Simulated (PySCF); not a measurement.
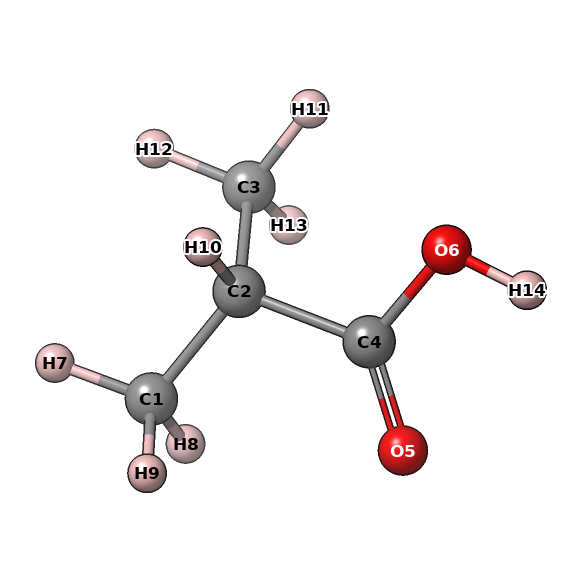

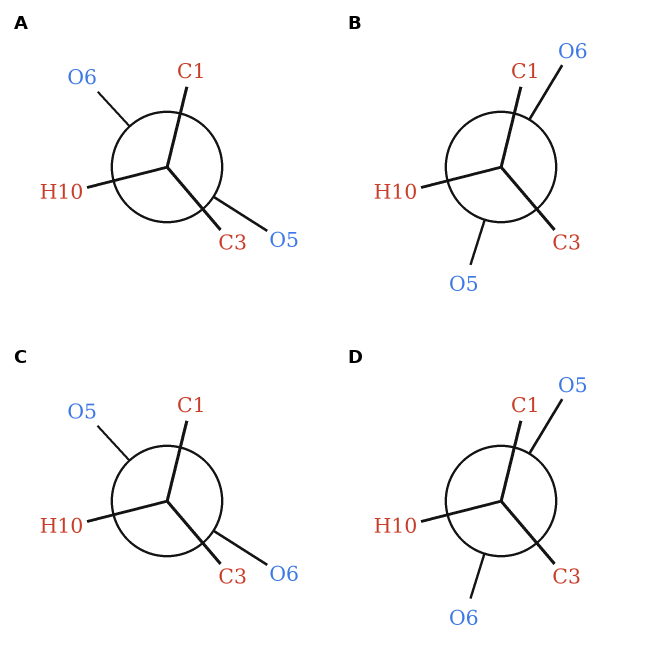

Atoms fade into the background with distance from the viewer. Bonds that would overlap in a projection are set slightly apart. The computed structure is the end point of a PBE0-D3(BJ)/def2-SVP optimisation. No frequency run is at hand to confirm it as a minimum.

Which Newman projection shows the view along C2–C4, with C2 in front?

D. The torsion angle C1–C2–C4–O6 is −176°, antiperiplanar (anti).
